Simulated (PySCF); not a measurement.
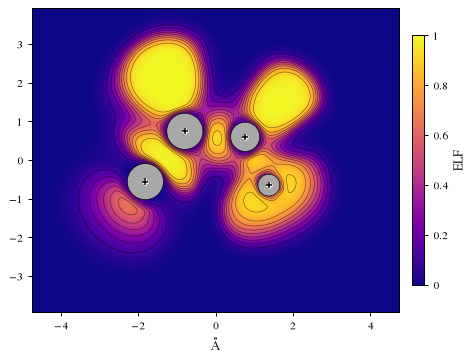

The ELF on a plane through atoms (crosses mark nuclei in the plane; grey discs cover the cores).

Theory: CAM-B3LYP/def2-SVPD, SCF density, gas phase in PySCF.

Candidates:
A. C$_{3}$H$_{8}$B$_{2}$O$_{2}$
B. C$_{6}$H$_{9}$NO (SMILES CCCc1ncco1)
C. C$_{5}$H$_{9}$NSSi (SMILES [SiH3]CCc1nccs1)

Which system is this?

Candidate A: C$_{3}$H$_{8}$B$_{2}$O$_{2}$ on the plane of atoms B1, B2 and C3, which holds B, C and O. C–O (1.40 Å): the ELF peaks at about 0.90 between the atoms: a polar covalent bond. C–B (1.57 Å): the ELF peaks at about 0.95 between the atoms: a shared electron pair.
